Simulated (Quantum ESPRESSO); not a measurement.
**Cobalt: magnetism against volume**

Aim: follow moments and order energies of Cobalt with volume.

Calculated with Quantum ESPRESSO 7.5; PBEsol; plane waves with GBRV 1.5 PBEsol potentials, no spin-orbit coupling.

## Step 1: Set-up

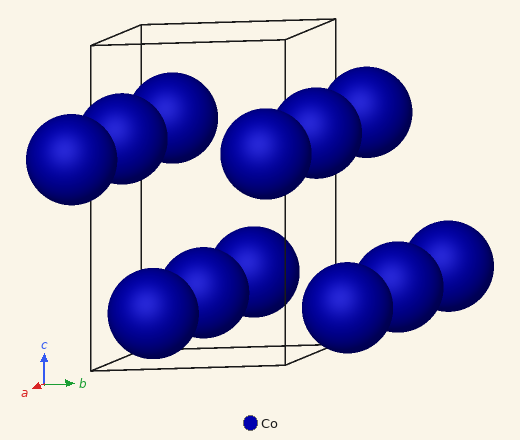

The cell as given, slightly off an axis (cobalt blue). 3×2×1 cells are drawn.

The cell comes from the Crystallography Open Database.

## Step 2: Volume 0.94, ferro ++

All lengths scale alike; the factor is that of the volume. Atoms keep their fractional places. Seeded atoms are those given a starting moment.

The input, pw.in:

```
&CONTROL
  calculation = 'scf'
  prefix = 'pwscf'
  outdir = './tmp'
  pseudo_dir = './pseudo'
  disk_io = 'nowf'
  tprnfor = .true.
  tstress = .true.
/
&SYSTEM
  ibrav = 0
  nat = 2
  ntyp = 1
  ecutwfc = 40
  ecutrho = 280
  nbnd = 26
  occupations = 'smearing'
  smearing = 'fd'
  degauss = 0.00734986
  nspin = 2
  starting_magnetization(1) = 0.1176
/
&ELECTRONS
  conv_thr = 4d-09
  electron_maxstep = 150
  mixing_beta = 0.3
/
ATOMIC_SPECIES
Co     58.9332 co_pbesol_v1.2.uspp.F.UPF
CELL_PARAMETERS bohr
   4.6415721584    0.0000000000    0.0000000000
  -2.3207860792    4.0197194026    0.0000000000
   0.0000000000    0.0000000000    7.5339931912
ATOMIC_POSITIONS crystal
Co      0.3333333333    0.6666666667    0.2500000000
Co      0.6666666667    0.3333333333    0.7500000000
K_POINTS automatic
12 12 12 0 0 0
```

On the command line:

```bash
OMP_NUM_THREADS=1 mpirun -n 2 pw.x -nk 2 -in pw.in > pw.out
```

The program printed:

```text
Program PWSCF v.7.5 starts

     Message from routine setup:
     using ibrav=0 with symmetry is DISCOURAGED, use correct ibrav instead

     K-points division:     npool     =       2
     Subspace diagonalization in iterative solution of the eigenvalue problem:

     bravais-lattice index     =            0
     lattice parameter (alat)  =       4.6416  a.u.
     unit-cell volume          =     140.5679 (a.u.)^3
     number of atoms/cell      =            2
     number of atomic types    =            1
     number of electrons       =        34.00
     number of Kohn-Sham states=           26
     kinetic-energy cutoff     =      40.0000  Ry
     charge density cutoff     =     280.0000  Ry
     scf convergence threshold =      4.0E-09
     mixing beta               =       0.3000
     number of iterations used =            8  plain     mixing
     Exchange-correlation= SLA  PW   PSX  PSC
                           (   1   4  10   8   0   0   0)

     celldm(1)=   4.641572  celldm(2)=   0.000000  celldm(3)=   0.000000
     celldm(4)=   0.000000  celldm(5)=   0.000000  celldm(6)=   0.000000

     crystal axes: (cart. coord. in units of alat)
               a(1) = (   1.000000   0.000000   0.000000 )
               a(2) = (  -0.500000   0.866025   0.000000 )
               a(3) = (   0.000000   0.000000   1.623155 )

     reciprocal axes: (cart. coord. in units 2 pi/alat)
               b(1) = (  1.000000  0.577350 -0.000000 )
               b(2) = (  0.000000  1.154701  0.000000 )
               b(3) = (  0.000000 -0.000000  0.616084 )

     PseudoPot. # 1 for Co read from file:
     co_pbesol_v1.2.uspp.F.UPF
     Pseudo is Ultrasoft + core correction, Zval = 17.0

     atomic species   valence    mass     pseudopotential
     Co               17.00    58.93320     Co( 1.00)

     Starting magnetic structure
     atomic species   magnetization
     Co              0.118

     24 Sym. Ops., with inversion, found (12 have fractional translation)

   Cartesian axes

     site n.     atom                  positions (alat units)
         1        Co     tau(   1) = (  -0.0000000   0.5773503   0.4057889  )
         2        Co     tau(   2) = (   0.5000000   0.2886751   1.2173666  )

     number of k points=   133  Fermi-Dirac smearing, width (Ry)=  0.0073

     Number of k-points >= 100: set verbosity='high' to print them.

     Dense  grid:    11177 G-vectors     FFT dimensions: (  25,  25,  48)

     Smooth grid:     4795 G-vectors     FFT dimensions: (  20,  20,  32)

     Check: negative core charge=   -0.000056
     Generating pointlists ...
     new r_m :   0.4108 (alat units)  1.9070 (a.u.) for type    1

     Initial potential from superposition of free atoms

     starting charge      32.0000, renormalised to      34.0000
     Starting wfcs are   26 randomized atomic wfcs

     Self-consistent Calculation

     iteration #  1     ecut=    40.00 Ry     beta= 0.30
     Davidson diagonalization with overlap
     ethr =  1.00E-02,  avg # of iterations =  4.7

     total energy              =    -593.59520862 Ry
     estimated scf accuracy    <      13.99348542 Ry

     total magnetization       =     2.06 Bohr mag/cell
     absolute magnetization    =     2.11 Bohr mag/cell

     iteration #  2     ecut=    40.00 Ry     beta= 0.30
     Davidson diagonalization with overlap
     ethr =  1.00E-02,  avg # of iterations =  2.2

     total energy              =    -596.47079927 Ry
     estimated scf accuracy    <       0.42259387 Ry

     total magnetization       =     3.10 Bohr mag/cell
     absolute magnetization    =     3.25 Bohr mag/cell

     [... further iterations left out ...]

     iteration # 10     ecut=    40.00 Ry     beta= 0.30
     Davidson diagonalization with overlap
     ethr =  2.53E-09,  avg # of iterations =  1.5

     total energy              =    -596.54795121 Ry
     estimated scf accuracy    <       0.00000006 Ry

     total magnetization       =     3.25 Bohr mag/cell
     absolute magnetization    =     3.56 Bohr mag/cell

     iteration # 11     ecut=    40.00 Ry     beta= 0.30
     Davidson diagonalization with overlap
     ethr =  1.89E-10,  avg # of iterations =  1.5

     Magnetic moment per site  (integrated on atomic sphere of radius R)
     atom   1 (R=0.411)  charge= 15.5602  magn=  1.6970
     atom   2 (R=0.411)  charge= 15.5602  magn=  1.6970

     End of self-consistent calculation

     Number of k-points >= 100: set verbosity='high' to print the bands.

     the Fermi energy is    19.2334 ev

!    total energy              =    -596.54795126 Ry
     estimated scf accuracy    <          9.9E-10 Ry
     smearing contrib. (-TS)   =      -0.00444663 Ry
     internal energy E=F+TS    =    -596.54350463 Ry

     The total energy is F=E-TS. E is the sum of the following terms:
     one-electron contribution =    -300.11759089 Ry
     hartree contribution      =     172.83086214 Ry
     xc contribution           =     -64.74781384 Ry
     ewald contribution        =    -404.50896204 Ry

     total magnetization       =     3.25 Bohr mag/cell
     absolute magnetization    =     3.56 Bohr mag/cell

     convergence has been achieved in  11 iterations

     Forces acting on atoms (cartesian axes, Ry/au):

     atom    1 type  1   force =     0.00000000    0.00000000    0.00000000
     atom    2 type  1   force =     0.00000000   -0.00000000    0.00000000

     Total force =     0.000000     Total SCF correction =     0.000000

     Computing stress (Cartesian axis) and pressure

          total   stress  (Ry/bohr**3)                   (kbar)     P=       -3.82
   0.00000711   0.00000000   0.00000000            1.05        0.00        0.00
   0.00000000   0.00000711   0.00000000            0.00        1.05        0.00
   0.00000000   0.00000000  -0.00009212            0.00        0.00      -13.55

=------------------------------------------------------------------------------=
   JOB DONE.
=------------------------------------------------------------------------------=
```

It took 25 s on 2 MPI ranks of Arm Neoverse V1, shared host; peak memory 0.2 GiB; 50 s of CPU time.

Spin moment in the atom's sphere by atom:

```csv
atom,spin moment in the atom's sphere (μB)
Co1,1.70
Co2,1.70
```

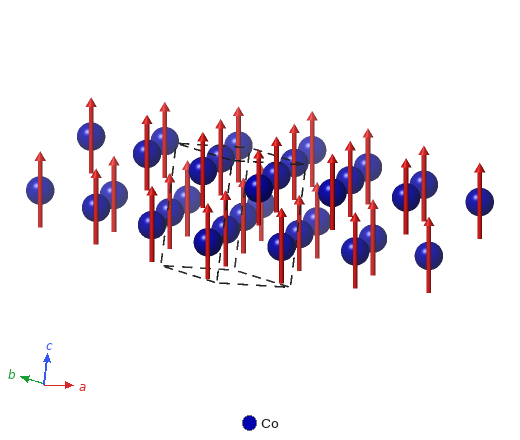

Spin moment in the atom's sphere as arrows, the longest 1.70 μB. Up and down stand for the sign. Arrows give size and sign along the axis of quantisation, drawn up and down the page. 4×4×1 cells are drawn.

Numbers from this step:

* smearing term TS: 0.06050 eV
* pressure: -0.382 GPa
* magnetization: 3.255 μB
* absolute magnetization: 3.557 μB
* final state: ferromagnetic

## Step 3: Volume 0.94, antiferro +-

pw.in: that of step 2 with these lines changed.

```diff
@@ -12,6 +12,6 @@
   nat = 2
-  ntyp = 1
+  ntyp = 2
   ecutwfc = 40
   ecutrho = 280
-  nbnd = 26
+  nbnd = 24
   occupations = 'smearing'
@@ -21,2 +21,3 @@
   starting_magnetization(1) = 0.1176
+  starting_magnetization(2) = -0.1176
 /
@@ -28,3 +29,4 @@
 ATOMIC_SPECIES
-Co     58.9332 co_pbesol_v1.2.uspp.F.UPF
+Co1    58.9332 co_pbesol_v1.2.uspp.F.UPF
+Co2    58.9332 co_pbesol_v1.2.uspp.F.UPF
 CELL_PARAMETERS bohr
@@ -34,4 +36,4 @@
 ATOMIC_POSITIONS crystal
-Co      0.3333333333    0.6666666667    0.2500000000
-Co      0.6666666667    0.3333333333    0.7500000000
+Co1     0.3333333333    0.6666666667    0.2500000000
+Co2     0.6666666667    0.3333333333    0.7500000000
 K_POINTS automatic
```

The program printed:

```text
     [... lines left out ...]
Program PWSCF v.7.5 starts
     [... lines left out ...]
     number of atoms/cell      =            2
     [... lines left out ...]
     number of electrons       =        34.00
     number of Kohn-Sham states=           24
     kinetic-energy cutoff     =      40.0000  Ry
     charge density cutoff     =     280.0000  Ry
     scf convergence threshold =      4.0E-09
     [... lines left out ...]
     12 Sym. Ops. (no inversion) found ( 6 have fractional translation)
     [... lines left out ...]
     number of k points=   133  Fermi-Dirac smearing, width (Ry)=  0.0073
     [... lines left out ...]
     iteration # 20     ecut=    40.00 Ry     beta= 0.30
     [... lines left out ...]
     Magnetic moment per site  (integrated on atomic sphere of radius R)
     atom   1 (R=0.411)  charge= 15.5630  magn=  0.7732
     atom   2 (R=0.411)  charge= 15.5629  magn= -0.7732
     [... lines left out ...]
     the Fermi energy is    19.2059 ev
!    total energy              =    -596.51709003 Ry
     estimated scf accuracy    <          1.1E-09 Ry
     smearing contrib. (-TS)   =      -0.01224064 Ry
     [... lines left out ...]
     total magnetization       =    -0.00 Bohr mag/cell
     absolute magnetization    =     1.58 Bohr mag/cell
     convergence has been achieved in  20 iterations
     [... lines left out ...]
     Total force =     0.000000     Total SCF correction =     0.000000
     [... lines left out ...]
          total   stress  (Ry/bohr**3)                   (kbar)     P=      -92.15
     [... lines left out ...]
```

The job ended after 41 s (2 MPI ranks; peak memory 0.2 GiB; 82 s of CPU time).

Spin moment in the atom's sphere by atom:

```csv
atom,spin moment in the atom's sphere (μB)
Co1,0.773
Co2,-0.773
```

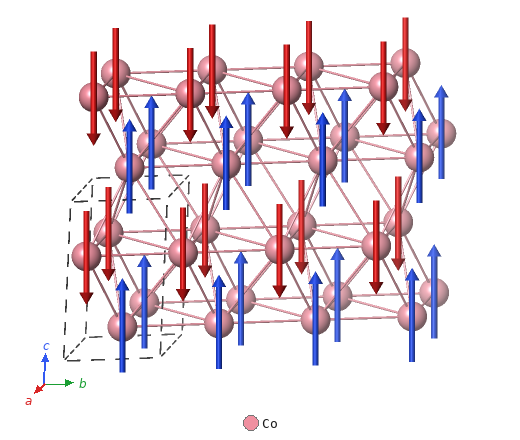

Spin moment in the atom's sphere as arrows, the longest 0.773 μB. Up and down stand for the sign. Arrows give size and sign along the axis of quantisation, drawn up and down the page. The two directions have two colours. 2×4×2 cells are drawn.

Read from the output:

* smearing term TS: 0.1665 eV
* pressure: -9.215 GPa
* magnetization: 0 μB
* absolute magnetization: 1.582 μB
* final state: antiferromagnetic

## Step 4: Volume 0.94, no spin polarisation

The input, pw.in:

```
&CONTROL
  calculation = 'scf'
  prefix = 'pwscf'
  outdir = './tmp'
  pseudo_dir = './pseudo'
  disk_io = 'nowf'
  tprnfor = .true.
  tstress = .true.
/
&SYSTEM
  ibrav = 0
  nat = 2
  ntyp = 1
  ecutwfc = 40
  ecutrho = 280
  nbnd = 24
  occupations = 'smearing'
  smearing = 'fd'
  degauss = 0.00734986
/
&ELECTRONS
  conv_thr = 4d-09
  electron_maxstep = 150
  mixing_beta = 0.3
/
ATOMIC_SPECIES
Co     58.9332 co_pbesol_v1.2.uspp.F.UPF
CELL_PARAMETERS bohr
   4.6415721584    0.0000000000    0.0000000000
  -2.3207860792    4.0197194026    0.0000000000
   0.0000000000    0.0000000000    7.5339931912
ATOMIC_POSITIONS crystal
Co      0.3333333333    0.6666666667    0.2500000000
Co      0.6666666667    0.3333333333    0.7500000000
K_POINTS automatic
12 12 12 0 0 0
```

The program printed:

```text
     [... lines left out ...]
Program PWSCF v.7.5 starts
     [... lines left out ...]
     number of atoms/cell      =            2
     [... lines left out ...]
     number of electrons       =        34.00
     number of Kohn-Sham states=           24
     kinetic-energy cutoff     =      40.0000  Ry
     charge density cutoff     =     280.0000  Ry
     scf convergence threshold =      4.0E-09
     [... lines left out ...]
     24 Sym. Ops., with inversion, found (12 have fractional translation)
     [... lines left out ...]
     number of k points=   133  Fermi-Dirac smearing, width (Ry)=  0.0073
     [... lines left out ...]
     iteration #  8     ecut=    40.00 Ry     beta= 0.30
     [... lines left out ...]
     the Fermi energy is    19.1524 ev
!    total energy              =    -596.51692755 Ry
     estimated scf accuracy    <          1.8E-09 Ry
     smearing contrib. (-TS)   =      -0.01290427 Ry
     [... lines left out ...]
     convergence has been achieved in   8 iterations
     [... lines left out ...]
     Total force =     0.000000     Total SCF correction =     0.000000
     [... lines left out ...]
          total   stress  (Ry/bohr**3)                   (kbar)     P=     -126.31
     [... lines left out ...]
```

The job ended after 10 s (2 MPI ranks; peak memory 0.16 GiB).

Numbers from this step:

```yaml
smearing_term_ts: 0.1756 eV
pressure: -12.63 GPa
final_state: non-magnetic (no spin polarisation)
```

## Step 5: Volume 1.1, ferro ++

pw.in: that of step 4 with these lines changed.

```diff
@@ -15,3 +15,3 @@
   ecutrho = 280
-  nbnd = 24
+  nbnd = 26
   occupations = 'smearing'
@@ -19,2 +19,4 @@
   degauss = 0.00734986
+  nspin = 2
+  starting_magnetization(1) = 0.1176
 /
@@ -28,5 +30,5 @@
 CELL_PARAMETERS bohr
-   4.6415721584    0.0000000000    0.0000000000
-  -2.3207860792    4.0197194026    0.0000000000
-   0.0000000000    0.0000000000    7.5339931912
+   4.8912521329    0.0000000000    0.0000000000
+  -2.4456260664    4.2359486033    0.0000000000
+   0.0000000000    0.0000000000    7.9392626049
 ATOMIC_POSITIONS crystal
```

The program printed:

```text
     [... lines left out ...]
Program PWSCF v.7.5 starts
     [... lines left out ...]
     number of atoms/cell      =            2
     [... lines left out ...]
     number of electrons       =        34.00
     number of Kohn-Sham states=           26
     kinetic-energy cutoff     =      40.0000  Ry
     charge density cutoff     =     280.0000  Ry
     scf convergence threshold =      4.0E-09
     [... lines left out ...]
     24 Sym. Ops., with inversion, found (12 have fractional translation)
     [... lines left out ...]
     number of k points=   133  Fermi-Dirac smearing, width (Ry)=  0.0073
     [... lines left out ...]
     iteration # 11     ecut=    40.00 Ry     beta= 0.30
     [... lines left out ...]
     Magnetic moment per site  (integrated on atomic sphere of radius R)
     atom   1 (R=0.411)  charge= 15.6726  magn=  1.8257
     atom   2 (R=0.411)  charge= 15.6726  magn=  1.8257
     [... lines left out ...]
     the Fermi energy is    15.9066 ev
!    total energy              =    -596.52321402 Ry
     estimated scf accuracy    <          2.3E-10 Ry
     smearing contrib. (-TS)   =      -0.00498671 Ry
     [... lines left out ...]
     total magnetization       =     3.48 Bohr mag/cell
     absolute magnetization    =     3.86 Bohr mag/cell
     convergence has been achieved in  11 iterations
     [... lines left out ...]
     Total force =     0.000000     Total SCF correction =     0.000000
     [... lines left out ...]
          total   stress  (Ry/bohr**3)                   (kbar)     P=     -262.81
     [... lines left out ...]
```

Run time: 28 s. Hardware: 2 MPI ranks; peak memory 0.22 GiB; 56 s of CPU time.

This step gave:

- smearing term TS: 0.06785 eV
- pressure: -26.28 GPa
- magnetization: 3.478 μB
- absolute magnetization: 3.864 μB
- final state: ferromagnetic
- largest moment: 1.826 μB

## Step 6: A faulty input

One input was spoiled on purpose, to see how the program answers.

pw.in: that of step 5 with these lines changed.

```diff
@@ -20,2 +20,3 @@
   nspin = 2
+  lspinorb = .true.
   starting_magnetization(1) = 0.1176
@@ -24,3 +25,3 @@
   conv_thr = 4d-09
-  electron_maxstep = 150
+  electron_maxstep = 60
   mixing_beta = 0.3
@@ -29,6 +30,6 @@
 Co     58.9332 co_pbesol_v1.2.uspp.F.UPF
-CELL_PARAMETERS bohr
-   4.8912521329    0.0000000000    0.0000000000
-  -2.4456260664    4.2359486033    0.0000000000
-   0.0000000000    0.0000000000    7.9392626049
+CELL_PARAMETERS angstrom
+   2.5074000000    0.0000000000    0.0000000000
+  -1.2537000000    2.1714720974    0.0000000000
+   0.0000000000    0.0000000000    4.0699000000
 ATOMIC_POSITIONS crystal
```

The program printed:

```text
     [... lines left out ...]
Program PWSCF v.7.5 starts
     Error in routine setup (1):
     spin orbit requires a non collinear calculation
 %%%%%%%%%%%%%%%%%%%%%%%%%%%%%%%%%%%%%%%%%%%%%%%%%%%%%%%%%%%%%%%%%%%%%%%%%%%%%%
     stopping ...
```

Elapsed: 0.56 s, on 2 MPI ranks; peak memory 0.05 GiB.

The input was rejected at the start.

The program's message: “setup (1): spin orbit requires a non collinear calculation”

The fault put into the input: spin-orbit coupling without noncolin.

## Step 7: Trends

The runs not shown differ from these in the moved quantity alone.

States, by row:

```csv
volume,ferro ++,antiferro +-,no spin polarisation
0.94,ferromagnetic,antiferromagnetic,non-magnetic
0.97,ferromagnetic,antiferromagnetic,non-magnetic
1,ferromagnetic,antiferromagnetic,non-magnetic
1.03,ferromagnetic,antiferromagnetic,non-magnetic
1.06,ferromagnetic,antiferromagnetic,non-magnetic
1.1,ferromagnetic,antiferromagnetic,non-magnetic
```

The largest site moment by volume:

```csv
volume (factor),ferro ++ (μB),antiferro +- (μB)
0.9400,1.70,0.773
0.9700,1.73,0.994
1.0000,1.76,1.15
1.0300,1.78,1.27
1.0600,1.80,1.37
1.1000,1.83,1.49
```

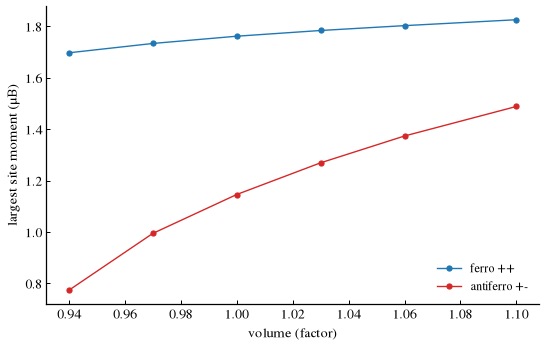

Largest site moment, plotted against volume.

Energy less that of the parallel start against volume; values in meV a seeded atom:

```csv
volume (factor),antiferro +-,no spin polarisation
0.9400,210,211
0.9700,226,236
1.0000,238,261
1.0300,247,284
1.0600,253,306
1.1000,258,334
```

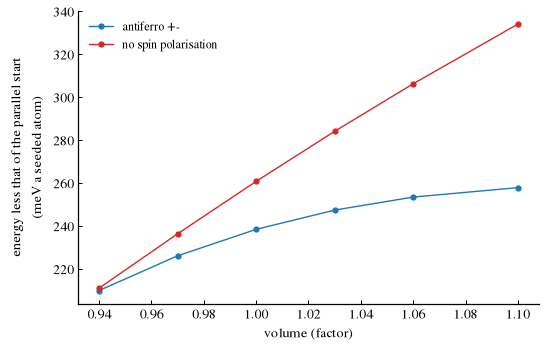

Energy less that of the parallel start, plotted against volume.

The energy over the lowest by volume; values in meV an atom:

```csv
volume (factor),ferro ++,antiferro +-,no spin polarisation
0.9400,0,210,211
0.9700,7.71,234,244
1.0000,28.5,267,289
1.0300,60.4,308,345
1.0600,102,355,408
1.1000,168,426,502
```

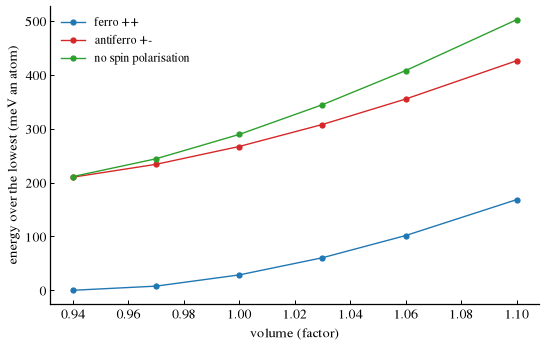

Energy over the lowest, plotted against volume.

## Step 8: Summary of results

| Quantity | Value |
| --- | --- |
| moment, parallel start | 1.70 to 1.83 μB |
| states met from these starts | antiferromagnetic and ferromagnetic |

The moment of the parallel start goes from 1.70 μB at 0.94 to 1.83 μB at 1.1. The net moment of the cell goes from 3.25 to 3.48 μB. The radius of the spheres follows the nearest distance, so part of the change of the site moments is the spheres'. The largest moment of the start antiferro +- lies between 0.773 and 1.49 μB. The start antiferro +- lies over the parallel one at every finished point, by 210 to 258 meV a seeded atom. Energies are free energies at an electronic temperature of 1160 K, which lowers moments and differences where the moments are itinerant.

[Logs and program files are shortened in this print: banners, set-up blocks, solver, clock and traceback lines can be left out without a mark of their own.]

[Logs are printed without paths, hosts, clocks, repeated set-up lines and the standing remarks that a program may print on its own settings, such as how far it seeks lower states.]

[Hosts, paths, dates, database ids (printed as entryN), source tags and the programs' standing remarks are cut or masked in the printed files.]

[Where a cell is said to come from a database of computed structures, the database is the Materials Project.]
